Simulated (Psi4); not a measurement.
# triplet C2H2FSi−: levels of theory compared

We compute a comparison of 3 runs (U-wB97M-V/6-311+G**, U-wB97X/6-311+G**, UCAM-B3LYP/6-311+G**) of triplet C2H2FSi−. 

The calculation is run with Psi4 1.11.

## Step 1: The molecule

C2H2FSi−: 6 atoms, total charge -1, spin state triplet. SMILES of the parent species: `C#C[SiH-]F`. The shape is that of a GFN2-xTB optimisation. That shape belongs to the parent species and isn't relaxed for this state.

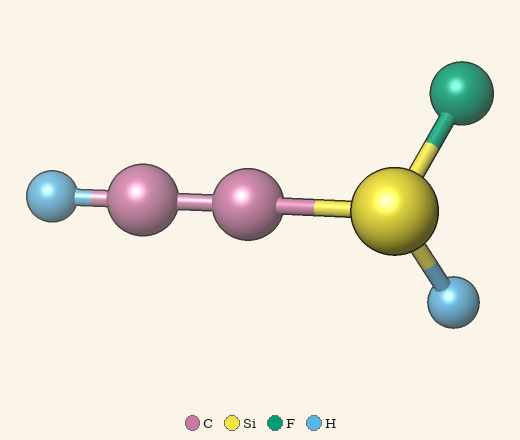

The structure, seen from a chosen angle (carbon pink, silicon yellow, fluorine teal, hydrogen blue).

## Step 2: A single-point energy at U-wB97M-V/6-311+G(d,p) (run 1)

Input file c2h2fsi_ase.py:

```python
import numpy as np
from ase.calculators.psi4 import Psi4
from ase import Atoms

a = Atoms(['C', 'C', 'Si', 'F', 'H', 'H'], positions=[
    [1.111270, -0.445760, -1.230420],
    [0.327710, -0.094560, -0.377550],
    [-0.326790, 0.561260, 1.245330],
    [-1.396830, -0.723260, 1.675750],
    [1.713780, -0.774250, -2.040660],
    [-1.429140, 1.476570, 0.727570],
])
calc = Psi4(atoms=a, method='wb97m-v', basis='6-311+G**', memory='1600MB', num_threads=1, charge=-1, multiplicity=3, label='psi4-calc', reference='uks')
calc.psi4.set_options({'puream': True, 'e_convergence': 1e-09, 'd_convergence': 1e-08, 'scf_type': 'pk', 'dft_radial_points': 99, 'dft_spherical_points': 590, 'maxiter': 200})
a.calc = calc

print(f'energy: {a.get_potential_energy():.6f} eV')
```

On the command line:

```bash
$ python c2h2fsi_ase.py
```

psi4-calc.dat:

```text
[...]
  Running in c1 symmetry.
[...]
  Nuclear repulsion =  126.809780261077904
[...]
  Multiplicity = 3
[...]
  Nalpha       = 20
  Nbeta        = 18
[...]
    Number of basis functions: 108
[...]
   @UKS iter   1:  -466.18475104398971   -6.82441e-01   8.15125e-03 ADIIS/DIIS
[...]
   @UKS iter  25:  -466.63467274467683   -2.40448e-11   8.54984e-09 DIIS
[...]
   @S^2 Observed:                2.007787179E+00
[...]
    Orbital Energies [Eh]
    ---------------------
    Alpha Occupied:
       1A    -66.265776     2A    -24.676470     3A    -10.169448
       4A    -10.166925     5A     -5.295884     6A     -3.613559
       7A     -3.610667     8A     -3.608946     9A     -1.090533
      10A     -0.703802    11A     -0.513315    12A     -0.461281
      13A     -0.365111    14A     -0.345575    15A     -0.330029
      16A     -0.266820    17A     -0.233566    18A     -0.226240
      19A     -0.152383    20A      0.022233
    Alpha Virtual:
      21A      0.146177    22A      0.163896    23A      0.180717
      24A      0.184478    25A      0.193495    26A      0.215689
[...]
  @UKS Final Energy:  -466.63467274467683
   => Energetics <=
    Nuclear Repulsion Energy =            126.8097802610779041
    One-Electron Energy =                -903.1148948011416451
    Two-Electron Energy =                 341.3708841430391772
    DFT Exchange-Correlation Energy =     -31.8546646844508601
    Empirical Dispersion Energy =           0.0000000000000000
    VV10 Nonlocal Energy =                  0.1542223367986190
    Total Energy =                       -466.6346727446768341
[...]
 Multipole Moments:
 ------------------------------------------------------------------------------------
     Multipole            Electronic (a.u.)      Nuclear  (a.u.)        Total (a.u.)
 ------------------------------------------------------------------------------------
 L = 1.  Multiply by 2.5417464519 to convert [e a0] to [Debye]
 Dipole X            :         -1.2324103            1.8141721            0.5817618
 Dipole Y            :         -1.6002664            1.4027537           -0.1975126
 Dipole Z            :          2.7816394           -3.3862545           -0.6046151
 Magnitude           :                                                    0.8619846
[...]
```

Standard output:

```text
energy: -12697.776212 eV
```

It took 2.6 min on 1 thread of Intel Xeon 6975P-C (Granite Rapids), shared host; peak memory 0.73 GiB.

## Step 3: The energy at U-wB97X/6-311+G(d,p) (run 2)

Input file job.py:

```python
import psi4

psi4.set_memory(1600000000)
psi4.set_num_threads(1)
psi4.core.set_output_file('output.dat', False)

m = psi4.geometry("""
-1 3
C
C 1 1.210246
Si 2 1.868745 1 160.15031
F 3 1.726337 2 99.93226 1 -126.47882
H 1 1.061797 4 157.46743 3 166.71396
H 3 1.523497 4 94.77707 2 100.77372
symmetry c1
no_reorient
no_com
""")

options = {'basis': '6-311+G**', 'reference': 'uks', 'puream': True, 'e_convergence': 1e-09, 'd_convergence': 1e-08, 'scf_type': 'pk', 'dft_radial_points': 99, 'dft_spherical_points': 590, 'maxiter': 200}
psi4.set_options(options)

result, w = psi4.energy('WB97X', molecule=m, return_wfn=True)
psi4.oeprop(w, 'MAYER_INDICES', 'WIBERG_LOWDIN_INDICES', 'MULLIKEN_CHARGES')
print(f'WB97X energy: {result:.10f} Eh')
for k, v in sorted(psi4.core.scalar_variables().items()):
    print(f'{k:45s} {v:18.10f}')
```

On the command line:

```bash
$ python job.py
```

output.dat:

```text
[...]
  Running in c1 symmetry.
[...]
  Nuclear repulsion =  126.809781780071106
[...]
  Multiplicity = 3
[...]
  Nalpha       = 20
  Nbeta        = 18
[...]
    Number of basis functions: 108
[...]
   @UKS iter   1:  -466.20859784364814   -7.22329e-01   8.19916e-03 DIIS/ADIIS
[...]
   @UKS iter  24:  -466.65161361522377   -4.86011e-11   9.44713e-09 DIIS
[...]
   @S^2 Observed:                2.013073594E+00
[...]
    Orbital Energies [Eh]
    ---------------------
    Alpha Occupied:
       1A    -65.961267     2A    -24.504106     3A    -10.077637
       4A    -10.074963     5A     -5.222918     6A     -3.581387
       7A     -3.579117     8A     -3.578062     9A     -1.075795
      10A     -0.706270    11A     -0.517723    12A     -0.462927
      13A     -0.363604    14A     -0.344181    15A     -0.328304
      16A     -0.266252    17A     -0.234667    18A     -0.227699
      19A     -0.159522    20A      0.019651
    Alpha Virtual:
      21A      0.174631    22A      0.186987    23A      0.204631
      24A      0.208402    25A      0.211116    26A      0.239001
[...]
  @UKS Final Energy:  -466.65161361522377
   => Energetics <=
    Nuclear Repulsion Energy =            126.8097817800711056
    One-Electron Energy =                -903.5483110599186602
    Two-Electron Energy =                 341.5435875306072262
    DFT Exchange-Correlation Energy =     -31.4566718659834805
    Empirical Dispersion Energy =           0.0000000000000000
    VV10 Nonlocal Energy =                  0.0000000000000000
    Total Energy =                       -466.6516136152237664
[...]
 Multipole Moments:
 ------------------------------------------------------------------------------------
     Multipole            Electronic (a.u.)      Nuclear  (a.u.)        Total (a.u.)
 ------------------------------------------------------------------------------------
 L = 1.  Multiply by 2.5417464519 to convert [e a0] to [Debye]
 Dipole X            :         -2.5395150            2.5806073            0.0410923
 Dipole Y            :         -0.4207649            0.3457290           -0.0750358
 Dipole Z            :          2.4267031           -3.1538223           -0.7271192
 Magnitude           :                                                    0.7321347
[...]
  Mulliken Charges: (a.u.)
   Center  Symbol    Alpha    Beta     Spin     Total
       1     C     3.34360  2.97891  0.36469 -0.32252
       2     C     3.02177  3.24971 -0.22794 -0.27147
       3    SI     8.01997  6.12112  1.89885 -0.14109
       4     F     4.55879  4.67364 -0.11485 -0.23243
       5     H     0.43325  0.44803 -0.01478  0.11872
       6     H     0.62262  0.52859  0.09403 -0.15120
   Total alpha = 20.00000, Total beta = 18.00000, Total charge = -1.00000
  Mayer Bond Indices:
[...]
```

Standard output:

```text
WB97X energy: -466.6516136152 Eh
CURRENT ENERGY                                   -466.6516136152
CURRENT REFERENCE ENERGY                         -466.6516136152
DD SOLVATION ENERGY                                 0.0000000000
DFT FUNCTIONAL TOTAL ENERGY                      -466.6516136152
DFT TOTAL ENERGY                                 -466.6516136152
DFT VV10 ENERGY                                     0.0000000000
DFT XC ENERGY                                     -31.4566718660
GRID ELECTRONS ALPHA                               19.9999993500
GRID ELECTRONS BETA                                17.9999993502
GRID ELECTRONS TOTAL                               37.9999987002
NUCLEAR REPULSION ENERGY                          126.8097817801
ONE-ELECTRON ENERGY                              -903.5483110599
PCM POLARIZATION ENERGY                             0.0000000000
PE ENERGY                                           0.0000000000
SCF ITERATION ENERGY                             -466.6516136152
SCF ITERATIONS                                     24.0000000000
SCF TOTAL ENERGY                                 -466.6516136152
TWO-ELECTRON ENERGY                               341.5435875306
XC GRID RADIAL POINTS                              99.0000000000
XC GRID SPHERICAL POINTS                          590.0000000000
XC GRID TOTAL POINTS                           339372.0000000000
```

Wall time 36 s (1 thread of Intel Xeon 6975P-C (Granite Rapids), shared host); peak memory 0.71 GiB.

## Step 4: Energy and gradient at UCAM-B3LYP/6-311+G(d,p) (run 3)

Input file calc.py:

```python
import psi4

psi4.set_memory(1600000000)
psi4.set_num_threads(1)
psi4.set_output_file('c2h2fsi.out', False)

geom = psi4.geometry("""
-1 3
C      1.111270    -0.445760    -1.230420
C      0.327710    -0.094560    -0.377550
Si    -0.326790     0.561260     1.245330
F     -1.396830    -0.723260     1.675750
H      1.713780    -0.774250    -2.040660
H     -1.429140     1.476570     0.727570
symmetry c1
""")

psi4.set_options({
    'basis': '6-311+G**',
    'reference': 'uks',
    'puream': True,
    'e_convergence': 1e-09,
    'd_convergence': 1e-08,
    'scf_type': 'pk',
    'dft_radial_points': 99,
    'dft_spherical_points': 590,
    'maxiter': 200,
})

energy_value = psi4.gradient("cam-b3lyp", molecule=geom)
print('gradient / Eh bohr^-1')
print(energy_value.np.round(6))
for k, v in sorted(psi4.core.scalar_variables().items()):
    print(f'{k:45s} {v:18.10f}')
```

On the command line:

```bash
$ python calc.py
```

c2h2fsi.out, cut to the lines that bear on the results:

```text
[...]
  Running in c1 symmetry.
[...]
  Nuclear repulsion =  126.809780261077904
[...]
  Multiplicity = 3
[...]
  Nalpha       = 20
  Nbeta        = 18
[...]
    Number of basis functions: 108
[...]
   @UKS iter   1:  -466.08544223478265   -4.77716e-01   9.27106e-03 DIIS/ADIIS
[...]
   @UKS iter  23:  -466.65302737891193   -3.92788e-11   7.88666e-09 DIIS
[...]
   @S^2 Observed:                2.010176082E+00
[...]
  @UKS Final Energy:  -466.65302737891193
   => Energetics <=
    Nuclear Repulsion Energy =            126.8097802610779041
    One-Electron Energy =                -903.4335313705757926
    Two-Electron Energy =                 342.1210328275057577
    DFT Exchange-Correlation Energy =     -32.1503090969197984
    Empirical Dispersion Energy =           0.0000000000000000
    VV10 Nonlocal Energy =                  0.0000000000000000
    Total Energy =                       -466.6530273789119292
[...]
 Multipole Moments:
 ------------------------------------------------------------------------------------
     Multipole            Electronic (a.u.)      Nuclear  (a.u.)        Total (a.u.)
 ------------------------------------------------------------------------------------
 L = 1.  Multiply by 2.5417464519 to convert [e a0] to [Debye]
 Dipole X            :         -1.1730472            1.8141721            0.6411249
 Dipole Y            :         -1.4701207            1.4027537           -0.0673670
 Dipole Z            :          2.7727435           -3.3862545           -0.6135110
 Magnitude           :                                                    0.8899299
[...]
  -Total Gradient:
     Atom            X                  Y                   Z
    ------   -----------------  -----------------  -----------------
       1       -0.014161116142     0.010484701266     0.028415291836
       2        0.001959934619    -0.012887755754    -0.047378371517
       3        0.022963224236     0.010525574254     0.039735087473
       4       -0.005444624829    -0.002806782289    -0.006057823683
       5       -0.000398970686     0.000127400633     0.000279572211
       6       -0.004961409036    -0.005466923848    -0.014978784390
[...]
```

Standard output:

```text
gradient / Eh bohr^-1
[[-0.014161  0.010485  0.028415]
 [ 0.00196  -0.012888 -0.047378]
 [ 0.022963  0.010526  0.039735]
 [-0.005445 -0.002807 -0.006058]
 [-0.000399  0.000127  0.00028 ]
 [-0.004961 -0.005467 -0.014979]]
CURRENT ENERGY                                   -466.6530273789
CURRENT REFERENCE ENERGY                         -466.6530273789
DD SOLVATION ENERGY                                 0.0000000000
DFT FUNCTIONAL TOTAL ENERGY                      -466.6530273789
DFT TOTAL ENERGY                                 -466.6530273789
DFT VV10 ENERGY                                     0.0000000000
DFT XC ENERGY                                     -32.1503090969
GRID ELECTRONS ALPHA                               19.9999993903
GRID ELECTRONS BETA                                17.9999993366
GRID ELECTRONS TOTAL                               37.9999987270
NUCLEAR REPULSION ENERGY                          126.8097802611
ONE-ELECTRON ENERGY                              -903.4335313706
PCM POLARIZATION ENERGY                             0.0000000000
PE ENERGY                                           0.0000000000
SCF ITERATION ENERGY                             -466.6530273789
SCF ITERATIONS                                     23.0000000000
SCF TOTAL ENERGY                                 -466.6530273789
TWO-ELECTRON ENERGY                               342.1210328275
XC GRID RADIAL POINTS                              99.0000000000
XC GRID SPHERICAL POINTS                          590.0000000000
XC GRID TOTAL POINTS                           339374.0000000000
```

It took 45 s on 1 thread of Intel Xeon 6975P-C (Granite Rapids), shared host; peak memory 0.72 GiB.

## Step 5: Overview of the runs

```tsv
run	level	properties	task	energy (Eh)	HOMO energy (eV)	LUMO energy (eV)	⟨S²⟩	wall time
1	U-wB97M-V/6-311+G**	–	energy	-466.634673	0.60	3.09	2.008	2.6 min
2	U-wB97X/6-311+G**	(mayer, wiberg, mulliken)	energy	-466.651614	0.53	2.92	2.013	36 s
3	UCAM-B3LYP/6-311+G**	–	gradient	-466.653027	1.19	2.25	2.010	45 s
```

## Step 6: Summary of results

| quantity | value |
| --- | --- |
| run 3: total energy | -466.65303 Eh |
| run 3: HOMO energy (highest over α and β) | 1.19 eV |
| run 3: LUMO energy (lowest over α and β) | 2.25 eV |
| run 3: ⟨S²⟩ | 2.010 |
| run 3: largest force on an atom | 2.527 eV/Å |

Totals of different functionals can't be ranked against each other. In runs 1, 2, 3 the HOMO lies above zero, so the outermost electron may be held by the basis alone. All runs together took 3.9 min, the longest 2.6 min.
